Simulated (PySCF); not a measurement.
## Excited-state calculation, with input and output: C5H7FOSi

C5H7FOSi, computed with TDDFT wB97X-D/def2-SVPD, vertical, gas phase, core orbitals frozen in the response (PySCF 2.14.0).

The geometry comes from this level: GFN2-xTB. It belongs to a series of runs on one base structure; here: H on C replaced by ethynyl.

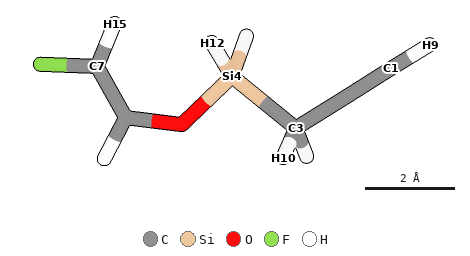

**Figure 1.** The structure as given in the input (stick view, seen at a tilt; atoms are numbered from 1 in the order of the input). Bond lengths as drawn: C–C 1.20 to 1.44 Å, C–F 1.35 Å, C–H 1.05 to 1.09 Å, C–O 1.34 Å, C–Si 1.90 Å, H–Si 1.46 Å and O–Si 1.64 Å.

**Results in brief**

- outcome: converged
- total energy: −658.753389 hartree
- HOMO: −8.88 eV
- LUMO: 1.87 eV
- dipole moment: 1.20 D
- mean polarisability: 87.20 a.u.
- lowest singlet excitation: 6.42 eV
- hardware: 1 CPU thread, shared host
- wall time: 80 s
- peak memory: 0.96 GiB

**Input**
```
{"job": {"kind": "uv", "xc": "wB97X-D", "basis": "def2-SVPD", "nstates": 8, "ntriplets": 3}, "charge": 0, "multiplicity": 1}
C     -3.862451     0.624240    -0.333564
C     -2.853935    -0.020217    -0.339945
C     -1.634739    -0.787161    -0.341015
Si    -0.110502     0.326635    -0.121402
O      1.077574    -0.801091    -0.071931
C      2.403989    -0.686676     0.039257
C      3.070967     0.454503     0.085664
F      4.412080     0.459521     0.196689
H     -4.753067     1.177701    -0.332492
H     -1.566788    -1.337529    -1.282784
H     -1.682734    -1.526080     0.462671
H      0.073643     1.234046    -1.255619
H     -0.143712     1.084404     1.130175
H      2.920764    -1.637484     0.089631
H      2.644496     1.443178     0.041443
```

The first line tells a small driver script what to run in PySCF; the rest is the geometry in Å.

Launched with:
```bash
OMP_NUM_THREADS=1 python <driver script> task.json out
```

**Log**
```
coarse grid: 13568 points
cycle   1  E = -658.5478018207  dE =  1.253e+00  |g| = 7.215e-01  |ddm| = 8.556e+00
cycle   2  E = -658.5368875378  dE =  1.091e-02  |g| = 8.154e-01  |ddm| = 2.134e+00
cycle   3  E = -658.6522635304  dE = -1.154e-01  |g| = 8.353e-02  |ddm| = 8.757e-01
cycle   4  E = -658.6536744586  dE = -1.411e-03  |g| = 3.320e-02  |ddm| = 3.168e-01
cycle   5  E = -658.6539136953  dE = -2.392e-04  |g| = 1.243e-02  |ddm| = 9.850e-02
cycle   6  E = -658.6539428551  dE = -2.916e-05  |g| = 2.804e-03  |ddm| = 3.398e-02
cycle   7  E = -658.6539447497  dE = -1.895e-06  |g| = 5.640e-04  |ddm| = 1.148e-02
final grid: 128384 points
cycle   8  E = -658.7533824737  dE = -1.065e-04  |g| = 5.552e-03  |ddm| = 2.242e-01
cycle   9  E = -658.7533839825  dE = -1.509e-06  |g| = 5.667e-03  |ddm| = 2.395e-02
cycle  10  E = -658.7533889649  dE = -4.982e-06  |g| = 6.135e-04  |ddm| = 5.071e-03
cycle  11  E = -658.7533890535  dE = -8.859e-08  |g| = 3.381e-04  |ddm| = 2.452e-03
cycle  12  E = -658.7533890815  dE = -2.801e-08  |g| = 9.217e-05  |ddm| = 8.278e-04
cycle  13  E = -658.7533890836  dE = -2.069e-09  |g| = 3.049e-05  |ddm| = 2.194e-04
cycle  14  E = -658.7533890839  dE = -2.926e-10  |g| = 1.108e-05  |ddm| = 9.071e-05
```

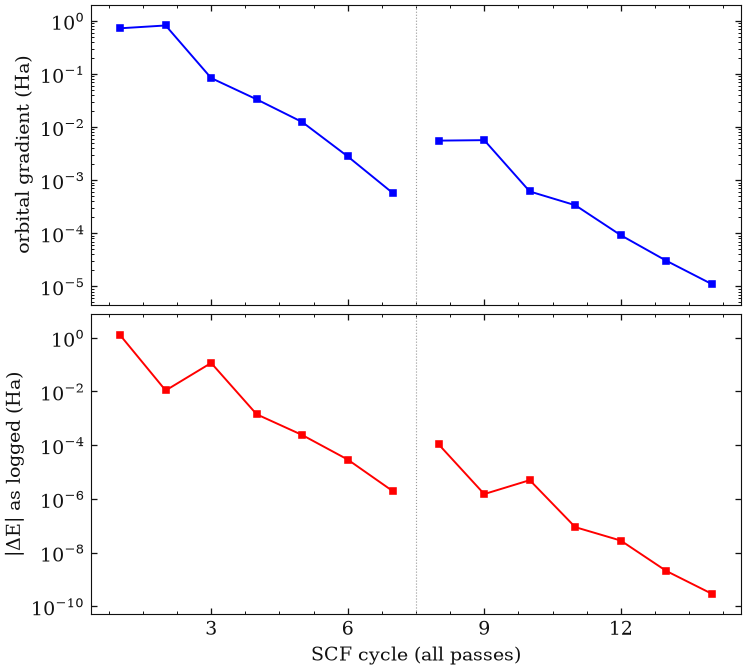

**Figure 2.** Convergence of the self-consistent field: orbital gradient and size of the energy change against the SCF cycle. The dotted line marks the change from a coarse to the final integration grid. The first 7 cycles use a coarse grid, the final grid takes over at cycle 8, and the field converges after 14 cycles in all.

```
converged SCF energy = -658.7533890839

Static polarisability (au): isotropic 87.196, principal 64.475 79.710 117.404

Singlet excitations
state   eV       nm        f      main configurations
  1   6.4222    193.1   0.00269   H->L 0.57, H->L+1 0.26
  2   6.6647    186.0   0.00053   H-1->L+5 0.51, H-1->L+4 0.17
  3   6.8566    180.8   0.05129   H-1->L 0.35, H-2->L+5 0.21, H-1->L+4 0.10
  4   6.9433    178.6   0.07508   H->L+2 0.30, H->L+3 0.23, H-2->L+4 0.09
  5   6.9487    178.4   0.02809   H-2->L+4 0.16, H-2->L 0.14, H->L+2 0.10
  6   6.9841    177.5   0.08886   H->L+3 0.41, H->L+2 0.15, H->L+1 0.14
  7   7.0694    175.4   0.09367   H->L+2 0.34, H->L+1 0.29, H->L+6 0.17
  8   7.1753    172.8   0.00441   H-1->L 0.58, H-1->L+4 0.10, H-2->L+5 0.09

Triplet excitations (Tamm-Dancoff, eV): 4.3837 5.6060 6.1511
```

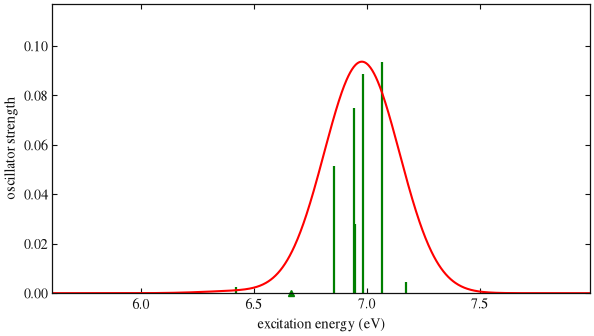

**Figure 3.** Computed excitations as sticks (degenerate states added up, dark ones marked on the axis), with a Gaussian envelope of 0.35 eV full width at half maximum, scaled to the tallest. Of the 8 states the lowest lies at 6.42 eV (f = 0.003); the strongest line is at 7.07 eV, or 175 nm (f = 0.094).

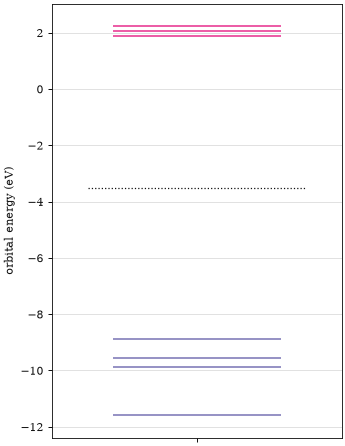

**Figure 4.** Orbital energies near the frontier; the dotted line parts filled from empty levels, and levels within 0.02 eV of each other stand side by side. Highest filled −8.88 eV, lowest empty 1.87 eV, 10.75 eV apart.
